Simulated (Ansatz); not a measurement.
**A computed series for B6As: response to strain**

The parent structure is B$_{6}$As (space group R-3m, No. 166; a = 6.123 Å, c = 11.844 Å (hexagonal axes); a cell from a computed database, its experimental status unchecked). Axes: x lies along a and z along c of the hexagonal cell.

Strains are applied to the cell and any free atomic positions relax; under biaxial strain the out-of-plane vector relaxes too.

Computed with PBEsol, PAW, 420 eV (Ansatz, an electronic-structure program; scalar-relativistic without spin-orbit coupling).

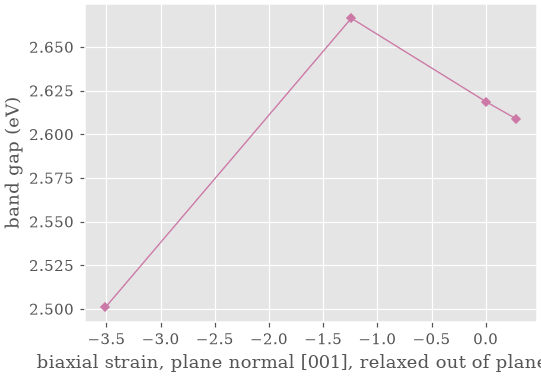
Band gap against biaxial strain, plane normal [001], relaxed out of plane

| biaxial strain, plane normal [001], relaxed out of plane (%) | band gap |
|---|---|
| -3.51 | 2.50 eV |
| -1.24 | 2.67 eV |
| 0.28 | 2.61 eV |

Whether these cells are dynamically stable was not tested.
